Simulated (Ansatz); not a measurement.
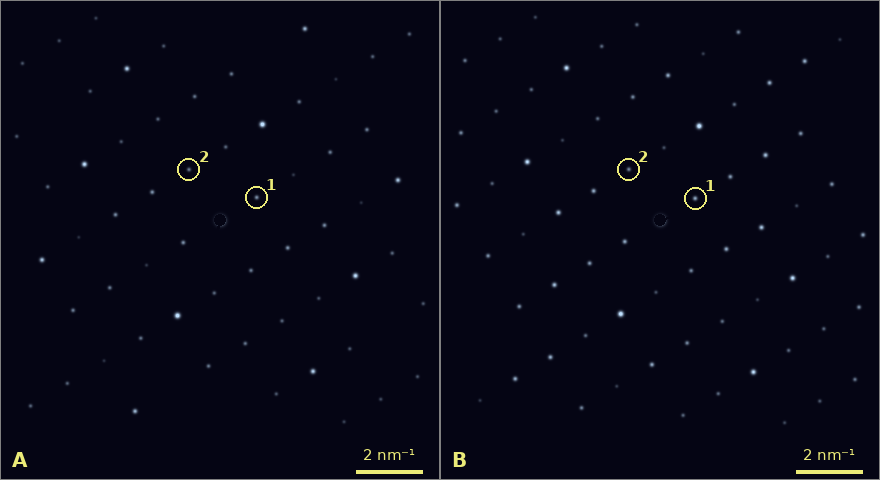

Kinematic electron diffraction patterns (120 kV, B = 0.5 Å², same scale) along [110] of the run's own cell, for the start and the end of one relaxation of Cs3Sb2 with DFT PBE, scalar-relativistic, plane waves, PAW in Ansatz 0.2.0. k mesh 6×6×6. The start is a generated model structure, and the relaxation ends in the nearest stationary point of its symmetry, not necessarily the ground state. Spot 1 is 0 0 -1 and spot 2 is -1 1 0 in both.

Start structure:

```yaml
crystal:
  lattice:
    - [6.42807, 0.00000, 0.00000]
    - [-3.21403, 5.56687, 0.00000]
    - [0.00000, 0.00000, 7.64558]
  atoms:
    - { symbol: Cs, position: [0.00000, 0.00000, 0.00000] }
    - { symbol: Cs, position: [0.33333, 0.66667, 0.66149] }
    - { symbol: Cs, position: [0.66667, 0.33333, 0.33851] }
    - { symbol: Sb, position: [0.33333, 0.66667, 0.14204] }
    - { symbol: Sb, position: [0.66667, 0.33333, 0.85796] }
```

**Which pattern belongs to the start structure, and which to the relaxed one?**

A is the start: its cell gives d(1) = 7.646 Å, d(2) = 5.567 Å and an angle of 90.0°. B is the relaxed structure, with d(1) = 7.983 Å (+4.4 %), d(2) = 5.542 Å (-0.5 %) and 90.0°.

**Name reflections whose intensity changes strongly on relaxation.**

1 -1 4 goes from 0.27 to 21 % of the strongest spot; 0 0 2 goes from 0.41 to 13 % of the strongest spot; 0 0 3 goes from 6.3 to 29 % of the strongest spot.

**What did the relaxation do to the structure and the energy?**

The volume changed by +3.5 % to 56.62 Å³ an atom; with the mean shift removed, the atoms moved by up to 0.39 Å relative to the cell (Sb most); the space group stayed P-3m1 (No. 164); the free energy fell by 6.3 meV an atom. Relaxed cell: a = 6.399 Å, b = 6.399 Å, c = 7.983 Å, α = 90.00°, β = 90.00°, γ = 120.00°.
